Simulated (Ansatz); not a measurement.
## Electronic structure of CH₄BSi (doublet) in real space

Input file:

```
crystal:
  periodic: [false, false, false]
  atoms:
    - { symbol: B, position_ang: [-1.78994, -0.14038, -0.61057] }
    - { symbol: Si, position_ang: [0.04623, 0.05062, -0.58523] }
    - { symbol: C, position_ang: [1.11572, -0.16896, 0.8294] }
    - { symbol: H, position_ang: [-2.93677, -0.02611, -0.53209] }
    - { symbol: H, position_ang: [0.80648, 0.40357, -1.79766] }
    - { symbol: H, position_ang: [2.04494, 0.37358, 0.91873] }
    - { symbol: H, position_ang: [0.71336, -0.49231, 1.77742] }
magnetization:
  spin_polarized: true
  initial_magnetization: 1
basis:
  gaussian: { orbitals: def2-SVP }
hamiltonian:
  xc: blyp
relax:
  f_tol: 0.02
  max_steps: 40
output:
  orbitals: {}
```

Launched as:

```sh
ansatz run input.yaml --threads 1 --pin off --max-ram 2048MiB --backend cpu --events-out ev --progress --plain --runs-dir out
```

The fields are those of the relaxed geometry.

All numbers below come from UKS BLYP/def2-SVP (Ansatz 0.2.0).

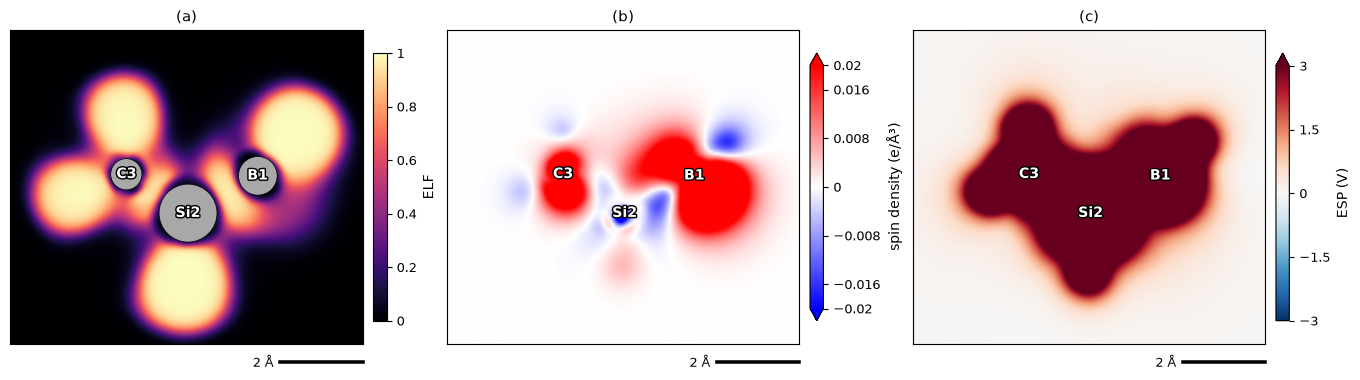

Figure 1. (a) electron localisation function; (b) spin density; (c) molecular electrostatic potential on the plane of atoms B1, Si2 and C3. Grey discs cover the atomic cores in the ELF map.

### What does the map show?

The section cuts through B, Si and C sites.
C–Si (1.76 Å): the ELF peaks at about 0.95 between the atoms: localised, covalent bonding.
Si–B (1.91 Å): the ELF peaks at about 0.95 between the atoms (a shared electron pair).
The unpaired spin (1 electron) lies mostly on B1 (about 0.6), C3 (about 0.2) and Si2 (about 0.1), in electrons by Hirshfeld's partition.
The potential has no marked negative region in this plane.

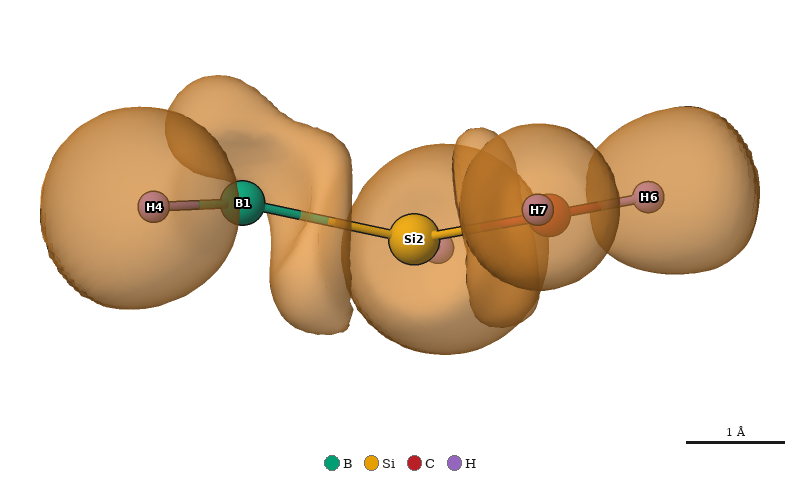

Figure 2. Isosurface of the electron localisation function at 0.85 (orange), seen from one side. Core shells and regions of very low density are left out.

### Describe the localisation domains.

At this value the surface marks out one region between bonded B–Si atoms (shared pairs), one region between bonded C–Si atoms (shared pairs) and four regions around hydrogen nuclei.

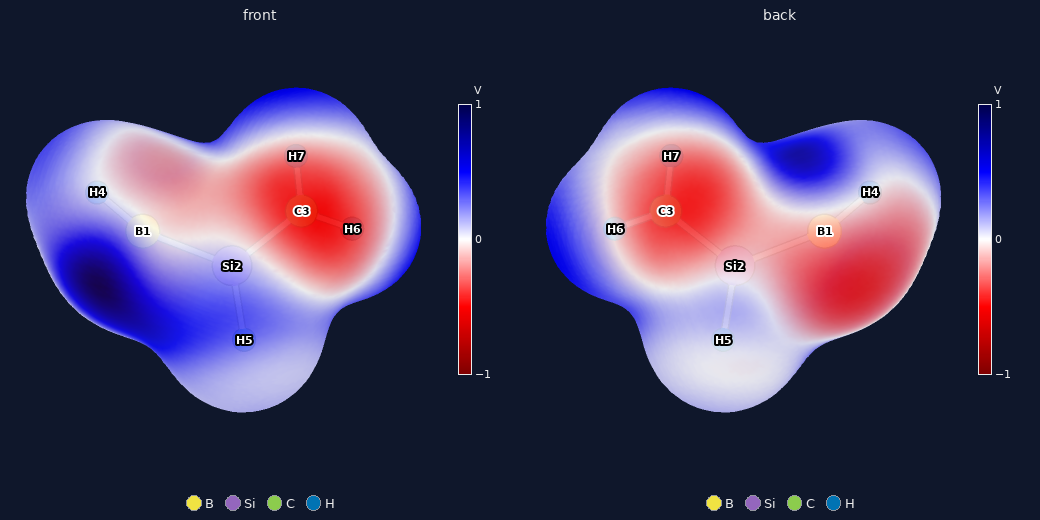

Figure 3. The electrostatic potential painted on the density surface at 0.001 e/bohr³, seen from the front and from behind; red is negative and blue positive.

### Describe the electrostatic potential map.

The most negative region (about −0.5 V) lies over the π face of C3, the most positive (about +0.9 V) over B1.

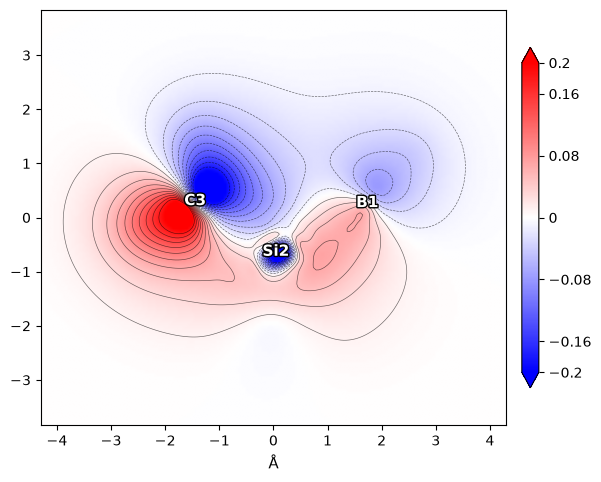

Figure 4. The HOMO−1 (α) on the plane of atoms B1, Si2 and C3 (values in Å⁻³ᐟ²; the overall sign is arbitrary).

### Where does this orbital lie, and at what energy?

Its weight (Hirshfeld) is mainly on Si2 (about 40 %), C3 (about 40 %) and B1 (about 15 %); π-bonding across Si2–C3. Its energy is −5.81 eV.
